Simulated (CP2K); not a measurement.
**IPEA1-xTB run of C3H2F2S (SMILES FC1=CC(F)S1)**

What is the energy difference between two shapes of C3H2F2S at IPEA1-xTB? 

Program for the calculation: CP2K 2026.2.

3 further runs of the same task are left out: 3 set aside as unsound or not needed.

## (1) Starting point

C3H2F2S has 8 atoms, charge 0, and is taken as a singlet. As SMILES, `FC1=CC(F)S1`. The coordinates come from a GFN2-xTB relaxation.

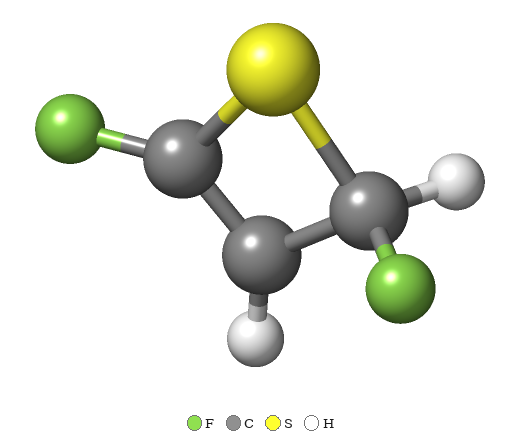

Viewed from a chosen angle; fluorine green, carbon grey, sulfur yellow, hydrogen white.

## (2) Energy and gradient at IPEA1-xTB

Input file molecule.inp:

```
&GLOBAL
   PROJECT molecule
   RUN_TYPE ENERGY_FORCE
   PRINT_LEVEL MEDIUM
&END GLOBAL
&FORCE_EVAL
   METHOD Quickstep
   &DFT
      &QS
         METHOD XTB
         EPS_DEFAULT 1.0E-10
         &XTB
            GFN_TYPE TBLITE
            &TBLITE
               METHOD IPEA1
            &END TBLITE
            CHECK_ATOMIC_CHARGES F
         &END XTB
      &END QS
      &POISSON
         PERIODIC NONE
         POISSON_SOLVER ANALYTIC
      &END POISSON
      &SCF
         SCF_GUESS ATOMIC
         EPS_SCF 1.0E-07
         MAX_SCF 150
         ADDED_MOS 4
         &DIAGONALIZATION
            ALGORITHM STANDARD
         &END DIAGONALIZATION
         &MIXING
            METHOD DIRECT_P_MIXING
            ALPHA 0.4
         &END MIXING
      &END SCF
      &PRINT
         &MOMENTS
            PERIODIC F
            REFERENCE COM
            MAX_MOMENT 1
         &END MOMENTS
         &MO ON
            ENERGIES T
            OCCUPATION_NUMBERS T
            NDIGITS 6
            &EACH
               QS_SCF 0
            &END EACH
            ADD_LAST NUMERIC
         &END MO
         &HIRSHFELD OFF
         &END HIRSHFELD
      &END PRINT
   &END DFT
   &SUBSYS
      &CELL
         ABC 14.6 14.5 15.8
         PERIODIC NONE
      &END CELL
      &COORD
         SCALED T
         F    0.54069897   0.44258103   0.62163861
         C    0.51090103   0.47322517   0.54826329
         C    0.53559760   0.45626103   0.46866772
         C    0.46353185   0.51411828   0.42623924
         F    0.49437226   0.58455345   0.37836139
         S    0.41851199   0.55000862   0.53198418
         H    0.58872705   0.41544655   0.44069873
         H    0.41127295   0.47713828   0.39016266
      &END COORD
   &END SUBSYS
   &PRINT
      &FORCES ON
      &END FORCES
   &END PRINT
&END FORCE_EVAL
```

The run is started by

```bash
$ OMP_NUM_THREADS=1 cp2k.psmp -i molecule.inp -o molecule.out
```

Log:

```text
CP2K| version string:                                       CP2K version 2026.2
[...]
 GLOBAL| Method name                                                        CP2K
[...]
 GLOBAL| Run type                                                   ENERGY_FORCE
[...]
                             - Atoms:                                          8
[...]
                             - Spherical basis functions:                     38
[...]
 Number of electrons:                                                         34
[...]
  *** SCF run converged in    16 steps ***
[...]
  Fermi energy:                                                -0.28843664496633
[...]
 TB_DIPOLE| Moment [Debye]         -0.30370142      -1.28270168      -0.90362214
 TB_DIPOLE| Derivative [a.u.]       0.00000000       0.00000000       0.00000000
[...]
 ENERGY| Total FORCE_EVAL ( QS ) energy [hartree]            -22.857590213452781
 FORCES| Atomic forces [hartree/bohr]
 FORCES|   Atom     x               y               z               |f|
 FORCES|      1 -4.99372305E-03  4.00717444E-03 -3.50972677E-03   7.30156825E-03
 FORCES|      2  8.11323198E-03 -6.82061724E-03 -6.00887359E-03   1.21840845E-02
 FORCES|      3 -1.11760825E-02  1.24904576E-02  1.19641479E-02   2.05926488E-02
 FORCES|      4 -3.86083043E-03 -8.37213062E-03  1.01733593E-03   9.27542749E-03
 FORCES|      5 -2.33583178E-04  1.83324246E-03  5.06564708E-03   5.39222768E-03
 FORCES|      6  9.43332582E-03 -4.01174410E-03 -9.95639313E-03   1.42902586E-02
 FORCES|      7  8.41361321E-04 -1.36226085E-03 -1.70634331E-03   2.33992542E-03
 FORCES|      8  1.87630000E-03  2.23587834E-03  3.13420590E-03   4.28286123E-03
 FORCES| Sum     9.60603125E-17 -2.52835947E-16 -2.13804668E-16
 FORCES| Total atomic force                                       3.44769540E-16
[...]
```

It took 0.42 s on 1 thread of Arm Neoverse N1, shared host; peak memory 0.14 GiB.

## (3) The distorted shape

Input file calc.inp:

```
&GLOBAL
 PROJECT calc
 RUN_TYPE ENERGY_FORCE
 PRINT_LEVEL MEDIUM
&END

&FORCE_EVAL
 METHOD QUICKSTEP
 &DFT
  CHARGE 0
  MULTIPLICITY 1
  # Quickstep
  &QS
   METHOD XTB
   EPS_DEFAULT 1.0E-10
   &XTB
    GFN_TYPE TBLITE
    &TBLITE
     METHOD IPEA1
    &END
    CHECK_ATOMIC_CHARGES F
   &END
  &END
  # isolated system
  &POISSON
   PERIODIC NONE
   POISSON_SOLVER ANALYTIC
  &END
  # SCF settings
  &SCF
   SCF_GUESS ATOMIC
   EPS_SCF 1.0E-07
   MAX_SCF 150
   ADDED_MOS 4
   &DIAGONALIZATION
    ALGORITHM STANDARD
   &END
   &MIXING
    METHOD DIRECT_P_MIXING
    ALPHA 0.4
   &END
  &END
  # extra output
  &PRINT
   &MOMENTS
    PERIODIC F
    REFERENCE COM
    MAX_MOMENT 1
   &END
   &MO ON
    ENERGIES T
    OCCUPATION_NUMBERS T
    NDIGITS 6
    &EACH
     QS_SCF 0
    &END
    ADD_LAST NUMERIC
   &END
   &HIRSHFELD OFF
   &END
  &END
 &END
 &SUBSYS
  # box in angstrom
  &CELL
   ABC [angstrom] 14.6 14.4 15.8
   PERIODIC NONE
  &END
  &COORD
   SCALED T
   F    0.54248894   0.44124938   0.62135699
   C    0.51143675   0.47026799   0.54652161
   C    0.53439914   0.45394972   0.46787978
   C    0.46501243   0.51263521   0.42464453
   F    0.49307969   0.58400868   0.37864301
   S    0.41911791   0.54961556   0.53130889
   H    0.58925764   0.41599132   0.44040807
   H    0.41074236   0.47354660   0.38828250
  &END
 &END
 &PRINT
  &FORCES ON
  &END
 &END
&END
```

The run is started by

```bash
$ OMP_NUM_THREADS=1 cp2k.psmp -i calc.inp -o calc.out
```

Log:

```text
CP2K| version string:                                       CP2K version 2026.2
[...]
 GLOBAL| Method name                                                        CP2K
[...]
 GLOBAL| Run type                                                   ENERGY_FORCE
[...]
                             - Atoms:                                          8
[...]
                             - Spherical basis functions:                     38
[...]
 Number of electrons:                                                         34
[...]
  *** SCF run converged in    18 steps ***
[...]
  Fermi energy:                                                -0.29037067239275
[...]
 TB_DIPOLE| Moment [Debye]         -0.22160535      -1.23787226      -1.18472877
 TB_DIPOLE| Derivative [a.u.]       0.00000000       0.00000000       0.00000000
[...]
 ENERGY| Total FORCE_EVAL ( QS ) energy [hartree]            -22.854337746810870
 FORCES| Atomic forces [hartree/bohr]
 FORCES|   Atom     x               y               z               |f|
 FORCES|      1 -9.45960993E-03  5.66027978E-03 -1.80880771E-02   2.11825759E-02
 FORCES|      2 -4.00868397E-03  5.20578567E-03  3.56040755E-02   3.62052475E-02
 FORCES|      3  8.45145044E-03  6.82330667E-03 -9.70097145E-03   1.45634259E-02
 FORCES|      4 -4.33726895E-02 -2.26175330E-02  1.92899277E-03   4.89536925E-02
 FORCES|      5  8.28488135E-03  9.67202196E-03 -4.88810595E-03   1.36411454E-02
 FORCES|      6  1.38341666E-02 -1.17360548E-02 -1.28708800E-02   2.22436215E-02
 FORCES|      7  7.18688620E-03 -8.81103872E-03 -6.65412592E-03   1.31743360E-02
 FORCES|      8  1.90835988E-02  1.58032324E-02  1.46690921E-02   2.87942383E-02
 FORCES| Sum     1.38777878E-16 -1.80411242E-16  3.88578059E-16
 FORCES| Total atomic force                                       4.50333680E-16
[...]
```

It took 0.42 s on 1 thread of Arm Neoverse N1, shared host; peak memory 0.14 GiB.

## (4) Outcome

Level: IPEA1-xTB.

| quantity | value |
| --- | --- |
| first shape: total energy | -22.85759 Eh |
| first shape: dipole moment (from atomic charges alone) | 1.60 D |
| first shape: HOMO energy | -11.12 eV |
| first shape: LUMO energy | -6.97 eV |
| first shape: HOMO–LUMO gap | 4.15 eV |
| first shape: largest force on an atom | 1.059 eV/Å |
| distorted shape: total energy | -22.85434 Eh |
| distorted shape: dipole moment (from atomic charges alone) | 1.73 D |
| distorted shape: HOMO energy | -11.15 eV |
| distorted shape: LUMO energy | -7.02 eV |
| distorted shape: HOMO–LUMO gap | 4.13 eV |
| distorted shape: largest force on an atom | 2.517 eV/Å |
| energy change with the atoms displaced | 0.089 eV |

What this shows: With the atoms displaced the energy rises by 0.09 eV (8.5 kJ/mol). The first shape isn't relaxed at this level, so the change isn't measured from a minimum. The largest force (first shape) is 1.06 eV/Å: the shape isn't a stationary point for this species at this level. The dipole (first shape) comes from point charges on the atoms alone, without atomic dipoles, so it is partial. The dipole (distorted shape) comes from point charges on the atoms alone, without atomic dipoles, so it is partial.
